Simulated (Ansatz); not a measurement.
**Rh (fcc type): how the settings move a single-point run**

Question: which choices in the input matter for Rh (fcc type)?

Method: reference: DFT, PBEsol, PAW with Ansatz's default frozen-core files, scalar-relativistic, in Ansatz 0.2.0.

**1. Starting point**

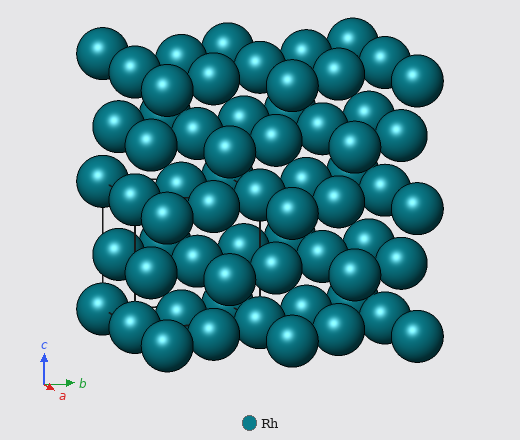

Start, viewed slightly off an axis; rhodium blue. 2×2×2 cells are drawn. Atoms on the faces are drawn again on the opposite ones. The cell drawn here is the conventional one.

As a file:

```
Rh
1.0
    -1.89043    1.89043    0.00000
     0.00000    0.00000    3.78086
     1.89043    1.89043    0.00000
Rh
2
Direct
  0.00000 0.00000 0.00000
  0.50000 0.50000 0.50000
```

**2. Reference**

input.yaml reads:

```yaml
crystal:
  lattice:
    - [-1.8904315232, 1.8904315232, 0.0]
    - [0.0, 0.0, 3.7808630465]
    - [1.8904315232, 1.8904315232, 0.0]
  atoms:
    - { symbol: Rh, position: [0.0, 0.0, 0.0] }
    - { symbol: Rh, position: [0.5, 0.5, 0.5] }
kpoints:
  mp_grid: { grid: [14, 10, 14] }
scf:
  occupations: { method: fermi_dirac, width: 0.08 }
hamiltonian:
  xc: pbesol
  pseudopotentials: { kind: paw }
output:
  forces: true
  stress: true
  eigenvalues: true
```

Started as:

```bash
ansatz run input.yaml --threads 3 --pin off --max-ram 8192MiB --backend cpu --events-out ev --progress --plain --runs-dir out
```

Excerpt of the output:

```text
[...]
Basis set: ecut = 420 eV, 513 PW (Γ), exchange–correlation on 36×54×36 points (8 copies of the dense FFT grid, shifted against one another)
[...]
k-points: 216 of 1960
[...]
SCF iter   1: F=—  HF=-12677.521681 eV  |F-HF|=—  |Δ(HF+E_count)|=         —  Δρ=9.45e-3  dr2=1.91e-2  ethr=1.77e-3  ⟨swp⟩=4.8  Hψ=17768  notcnv=0
preconditioner: auto → none  [metal: Δε(μ)=0.005 eV  Ē_g=7.721 eV  σ=0.080 eV  W_gap=0.02  n_scr=6 (ndim 8)  ℏωp=30.3 eV  f_vac=0.000  D(μ)=2.48/eV (n_scr^D=36)  sad-step TF]
SCF iter   2: F=—  HF=-12677.518907 eV  |F-HF|=—  |Δ(HF+E_count)|=   2.77e-3  Δρ=4.77e-3  dr2=4.85e-3  ethr=5.62e-5  ⟨swp⟩=2.2  Hψ=7954  notcnv=0
[...]
SCF iter   5: F=-12677.517119 eV  HF=-12677.517119 eV  |F-HF|=1.85e-8  |Δ(HF+E_count)|=   4.68e-8  Δρ=1.69e-5  dr2=2.99e-8  ethr=1.15e-9  ⟨swp⟩=2.1  Hψ=8302  notcnv=0
SCF iter   6: F=-12677.517119 eV  HF=-12677.517119 eV  |F-HF|=4.87e-10  |Δ(HF+E_count)|=   8.24e-9  Δρ=3.30e-6  dr2=8.96e-10  ethr=8.79e-11  ⟨swp⟩=1.7  Hψ=14775  notcnv=0
[...]
SCF converged after 6 iterations
Free energy (F): -12677.517119 eV
[...]
E sigma→0 (E₀):  -12677.490473 eV
[...]
Fermi energy:    22.736284 eV
[...]
  P = ⅓ Tr σ = 0.0111 GPa (0.111 kbar)
[...]
```

Wall time 2.5 s (3 threads of Intel Xeon Platinum 8488C (Sapphire Rapids), shared host); peak memory 0.44 GiB.

**3. Changed: eigensolver.kind davidson, mixing.algorithm msr1, mixing.beta 0.3, mixing.ndim 4, accuracy high**

input.yaml: that of step 2 with these lines changed.

```diff
@@ -12,2 +12,4 @@
   occupations: { method: fermi_dirac, width: 0.08 }
+  eigensolver: { kind: davidson }
+  mixing: { algorithm: msr1, beta: 0.3, ndim: 4 }
 hamiltonian:
@@ -19 +21,2 @@
   eigenvalues: true
+accuracy: high
```

Started as:

```bash
ansatz run input.yaml --threads 3 --pin off --max-ram 8192MiB --backend cpu --events-out ev --progress --plain --runs-dir out
```

Log:

```text
Engine: ansatz 0.2.0
Pseudopotentials: kind: paw
Pseudopotential: Rh, paw, valence charge 17, recommended cutoff 420 eV (normal)
Functional definition: PBEsol
  exchange = pbesol_x
  correlation = pbesol_c
Crystal: 2 atoms, lattice volume = 27.024 Å³
Basis set: ecut = 420 eV, 513 PW (Γ), exchange–correlation on 40×60×40 points (8 copies of the dense FFT grid, shifted against one another)
Bands: 21, of which v1, the nominal top of the filled ones, is band 17 counted from 1 (16 counted from 0)
Symmetry: 32 space group operations
Space group: Fm-3m (ITA 225), of the structure as read, at distance tolerance 3.0e-5 Å
k-points: 216 of 1960
Non-local potential: Rh, projectors of the file, l = 0: 3, l = 1: 2, l = 2: 2, l = 3: 1
PAW form: soft (Blöchl's): semilocal exchange-correlation on the pseudo side does not see the compensation charge
PAW frozen core: Rh, regenerated for the run's functional, and the local potential with it (the file was generated under x = pbe(κ = 0.804, μ = 0.2195149727645171), c = pbe(β = 0.06672455060314922))
PAW one-centre angular grid: Rh, 590 points (default); XC on 64 Gauss nodes
Initial density: superposition of atomic densities (neutral atoms: chi_scale 0, normalization atom), corrected by the library's trained network
Initial wavefunctions: pseudopotential atomic-orbital guess
Functional: x = pbesol(κ = 0.804, μ = 0.12345679012345678), c = pbesol(β = 0.046)
SCF iter   1: F=—  HF=-12677.522868 eV  |F-HF|=—  |Δ(HF+E_count)|=         —  Δρ=9.69e-3  dr2=2.01e-2  ethr=1.77e-3  ⟨swp⟩=6.3  Hψ=17662  notcnv=0
preconditioner: auto → Kerker (q_TF=auto, 2.835 Å⁻¹)  [metal: Δε(μ)=0.005 eV  Ē_g=7.721 eV  σ=0.080 eV  W_gap=0.02  n_scr=6 (ndim 4)  ℏωp=30.3 eV  f_vac=0.000  D(μ)=2.48/eV (n_scr^D=36)]
SCF iter   2: F=—  HF=-12677.519581 eV  |F-HF|=—  |Δ(HF+E_count)|=   3.29e-3  Δρ=5.90e-3  dr2=7.13e-3  ethr=5.92e-5  ⟨swp⟩=2.3  Hψ=8695  notcnv=0  defer=4
iter 3 solved again at ethr=2.01e-7 eV; its pass at ethr=2.10e-5 eV (dr2=6.83e-5 eV) is discarded
SCF iter   3: F=—  HF=-12677.517163 eV  |F-HF|=—  |Δ(HF+E_count)|=   2.42e-3  Δρ=1.07e-3  dr2=7.45e-5  ethr=2.01e-7  ⟨swp⟩=3.0  Hψ=20545  notcnv=0
SCF iter   4: F=—  HF=-12677.517120 eV  |F-HF|=—  |Δ(HF+E_count)|=   4.29e-5  Δρ=2.64e-4  dr2=5.54e-6  ethr=2.01e-7  ⟨swp⟩=3.0  Hψ=8903  notcnv=0
SCF iter   5: F=—  HF=-12677.517119 eV  |F-HF|=—  |Δ(HF+E_count)|=   1.15e-6  Δρ=4.56e-5  dr2=4.24e-7  ethr=1.63e-8  ⟨swp⟩=3.0  Hψ=9878  notcnv=0
iter 6 met the thresholds in force, and the SCF goes on for the forces or the stress (scf.convergence.dr2_threshold)
SCF iter   6: F=-12677.517119 eV  HF=-12677.517119 eV  |F-HF|=2.54e-9  |Δ(HF+E_count)|=   1.04e-8  Δρ=9.29e-6  dr2=1.15e-8  ethr=1.25e-9  ⟨swp⟩=3.0  Hψ=9615  notcnv=0
SCF iter   7: F=—  HF=-12677.517119 eV  |F-HF|=—  |Δ(HF+E_count)|=  6.11e-10  Δρ=9.34e-7  dr2=1.21e-10  ethr=3.39e-11  ⟨swp⟩=3.0  Hψ=10011  notcnv=0
SCF iter   8: F=-12677.517119 eV  HF=-12677.517119 eV  |F-HF|=5.46e-12  |Δ(HF+E_count)|=  3.64e-11  Δρ=2.28e-7  dr2=1.06e-11  ethr=1.00e-12  ⟨swp⟩=3.0  Hψ=9183  notcnv=0
the search or the solves at the SCF's close seem to have found levels that the self-consistency loop had missed (the run counts 2). By its estimate they hold under 1e-12 electrons; where the run keeps them, the occupations were computed again with them
SCF 1 converged in 8 iterations: F = -12677.517119 eV  dr2 = 1.06e-11
  Residual-converged pass: ⟨swp⟩=3.1  Hψ=11968  notcnv=0  max |occ|·‖R‖ = 1.2e-7 eV (tolerance 1.2e-7 eV)  dr2=1.08e-11  dr2_onsite=6.51e-13  max |Δocc| = 9.7e-9
SCF converged after 8 iterations
Free energy (F): -12677.517119 eV
Harris-Foulkes:  -12677.517119 eV  (|F-HF|=5.46e-12)
Internal energy: -12677.463828 eV  (E = F + TS)
E sigma→0 (E₀):  -12677.490473 eV
Entropy (-TS):   -0.053291 eV (-26.645 meV/atom)
Fermi energy:    22.736278 eV
--- Per-component energies (eV) ---
  E_band       = -160.179675
  E_kinetic    = 1147.446555
  E_local      = -3084.153427  (includes V_loc(G=0)·N_el)
  E_nonlocal   = 712.578726
  E_hartree    = 1081.847432
  E_xc         = -441.681701
  E_vxc        = -556.542807  (∫ρ·V_xc dr)
  E_paw        = -7047.617072  (= ΣΔE_a)
  E_vpaw       = -543.205036  (= ΣTr[D̂ρ^β])
  E_aug_tail   = 0.001605  (compensation charges beyond the density's cutoff)
  E_ewald      = -5046.438346
  E_core_change = 0.552399  (= ΣΔE_core)
  E_smearing   = -0.053291  (= −TS)
  E_closure    = 0.000000  (closes the sum)
  Σ components = -12677.517119   (vs F -12677.517119, Δ=0.00e0)
--- Forces (eV/Å), atoms counted from 1 ---
  atom   1  Rh     0.00000000     0.00000000     0.00000000
  atom   2  Rh    -0.00000000     0.00000000     0.00000000
  max |Σ_I F_I| component: 1.50e-29 eV/Å
--- Stress (GPa, compression-positive) ---
        0.022792       0.000000       0.000000
       -0.000000       0.022792       0.000000
        0.000000       0.000000      -0.012404
  P = ⅓ Tr σ = 0.0111 GPa (0.111 kbar)
--- Band table (eV; the first three rows and the last of 216) ---
  k-point 0: bands = ["-56.1210", "-55.9582", "-24.3240", "-23.8717", "-23.8717", "-23.5861", "-23.5847", "-23.5847", "14.5630", "16.2266", "16.6068", "19.5642", "19.5642", "19.5652", "21.7348", "21.7353", "23.3250", "23.7740", "23.7740", "25.9468", "35.1758"]
  k-point 1: bands = ["-56.1169", "-55.9582", "-24.3130", "-23.8892", "-23.8664", "-23.6097", "-23.5935", "-23.5865", "14.7029", "16.3223", "16.7031", "19.4925", "19.6137", "19.6356", "21.6683", "21.7380", "23.1197", "23.1828", "23.7195", "26.7300", "34.9734"]
  k-point 2: bands = ["-56.1053", "-55.9585", "-24.2809", "-23.9376", "-23.8511", "-23.6801", "-23.6154", "-23.5922", "15.1054", "16.5610", "17.0150", "19.3010", "19.7604", "19.8158", "21.4872", "21.7787", "22.0543", "22.8055", "23.5586", "28.1811", "33.8520"]
  k-point 215: bands = ["-55.9580", "-55.9580", "-24.1002", "-24.1002", "-24.1002", "-24.1002", "-23.8820", "-23.8820", "17.5628", "17.5628", "18.8163", "18.8163", "18.8163", "18.8163", "21.5039", "21.5039", "23.7788", "23.7788", "32.4352", "32.4352", "32.4352"]
```

Wall time 2.4 s (3 threads of Intel Xeon Platinum 8488C (Sapphire Rapids), shared host); peak memory 0.39 GiB.

The changed input (solver, mixing and accuracy level) leaves the energy the same to the digits printed.

**4. All runs together**

| run | ending | energy change | pressure (GPa) | gap (eV) | force (eV/Å) | cycles | time |
| --- | --- | --- | --- | --- | --- | --- | --- |
| reference | converged | 0 | 0.0 | 0.00 | 0.00 | 6 | 2.5 s |
| 1: eigensolver.kind davidson, mixing.algorithm msr1, mixing.beta 0.3, mixing.ndim 4, accuracy high | converged | 0.0 meV/atom | 0.0 | 0.00 | 0.00 | 8 | 2.4 s |

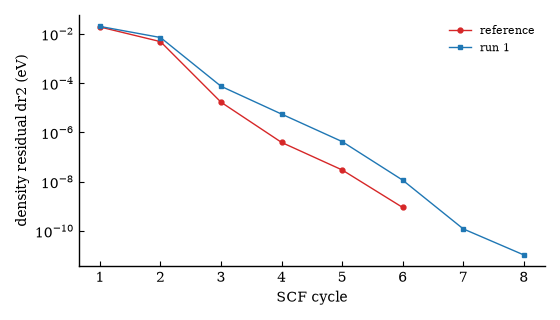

Residual by cycle in the longest SCF loop of each run; runs are numbered as in the table.

The changed input (solver, mixing and accuracy level) leaves the energy the same to the digits printed.
